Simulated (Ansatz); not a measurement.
Read the following structure.

```
CELL_PARAMETERS angstrom
4.47818 0.00000 0.00000
0.00000 4.47818 0.00000
0.00000 0.00000 4.47818
ATOMIC_POSITIONS crystal
Ga 0.00000 0.00000 0.00000
N 0.25000 0.25000 0.25000
Ga 0.00000 0.50000 0.50000
N 0.25000 0.75000 0.75000
Ga 0.50000 0.00000 0.50000
N 0.75000 0.25000 0.75000
Ga 0.50000 0.50000 0.00000
N 0.75000 0.75000 0.25000
```

Q: Interpret the file: composition, symmetry and coordination.

A: The stoichiometry is GaN. It takes space group F-43m (No. 216) on a face-centred cubic lattice. In terms of structure types, this is zinc blende (sphalerite type). The cell has 8 atoms, namely 4 Ga, 4 N. Each Ga has four N in a tetrahedral arrangement at 1.94 Å. N is surrounded by four Ga in a tetrahedral arrangement at 1.94 Å. The bonds build a three-dimensional framework.

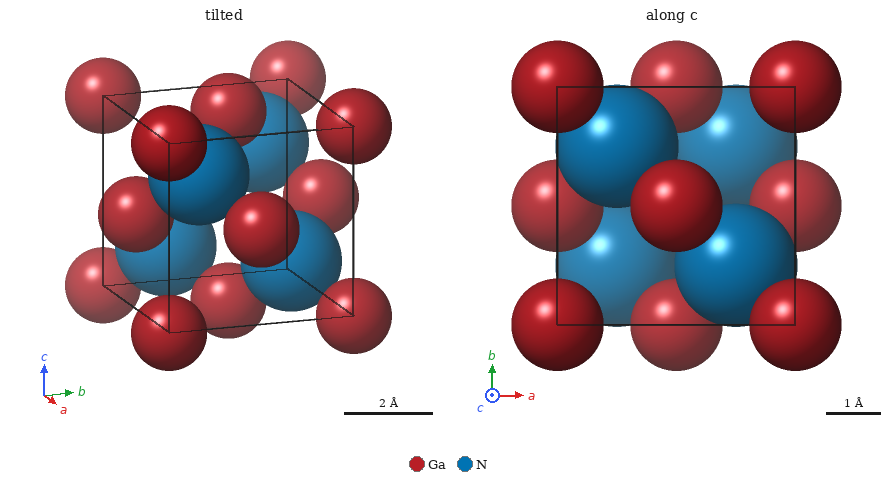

Drawn in the space-filling manner and seen slightly off an axis and along the c axis. The box is the conventional unit cell; atoms on or close to its faces, edges and corners are drawn wherever they repeat.

Starting structure: a structure listed in the Materials Project. Earlier steps of the study may have refined or changed the cell and positions. Ansatz was used for an electronic-structure calculation on it.
